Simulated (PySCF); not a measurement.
**C4H17BOSi2: density, localisation and related maps**

The calculation's input:

```
{"job": {"kind": "nmr", "xc": "PBE0", "basis": "pcSseg-1"}, "charge": 0, "multiplicity": 1}
C     -0.274039    -1.602401     1.325505
O     -0.061322    -0.780246     0.194143
B      1.455388    -1.060889    -0.519973
C      1.913316     0.373069    -1.116378
Si     2.341126     1.683025     0.174988
C     -1.112866    -0.884728    -0.766446
C     -2.380611    -0.184715    -0.303583
Si    -1.968393     1.510998     0.477497
H     -0.243044    -2.662306     1.053119
H      0.526859    -1.391969     2.030556
H     -1.235149    -1.369445     1.787025
H      2.134510    -1.441677     0.377041
H      1.244540    -1.904105    -1.339560
H      2.800110     0.207269    -1.732745
H      1.163625     0.776931    -1.803475
H      1.261827     1.856939     1.162060
H      2.554818     2.991361    -0.466233
H      3.567092     1.335447     0.902238
H     -0.732874    -0.391411    -1.661361
H     -1.288956    -1.942705    -1.008228
H     -2.936887    -0.810088     0.396387
H     -3.027387    -0.054869    -1.170713
H     -1.088601     2.246766    -0.421821
H     -3.249151     2.207600     0.638891
H     -1.374867     1.316294     1.800204
```

Command:

```sh
OMP_NUM_THREADS=1 python probes_run.py task.json out
```

Geometry: GFN2-xTB.

Theory: PBE0/pcSseg-1, SCF density, gas phase, non-relativistic in PySCF.

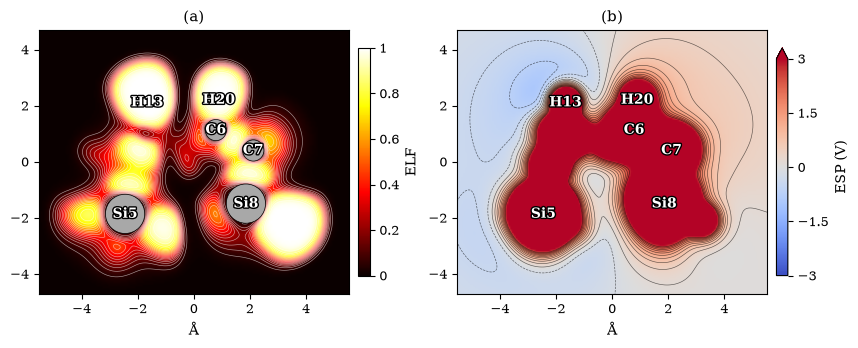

Figure 1. (a) electron localisation function; (b) electrostatic potential on the plane of atoms C6, C7 and Si8. Grey discs cover the atomic cores in the ELF map.

**What do the fields say about this system?**

The section cuts through Si, C and H sites. C–C (1.52 Å): the ELF peaks at about 0.95 between the atoms (localised, covalent bonding). C–Si (1.91 Å): the ELF peaks at about 0.95 between the atoms; a covalent bond. C–H (1.10 Å): the ELF climbs to about 1 towards the hydrogen, as it does in any bond to H; a covalent bond by its length. Outside the dense part of the molecule the potential is most negative (−0.9 V) near H13.

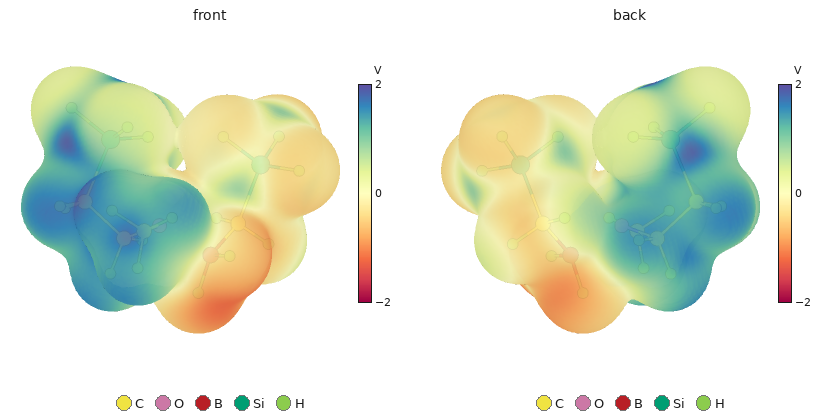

Figure 2. The electrostatic potential painted on the density surface at 0.004 e/bohr³, seen from the front and from behind; red is negative and blue positive.

**Describe the electrostatic potential map.**

The most negative region (about −1.1 V, or −25 kcal/mol for a unit charge) lies over H13, the most positive (about +1.9 V, or +44 kcal/mol for a unit charge) over Si8 and H11.
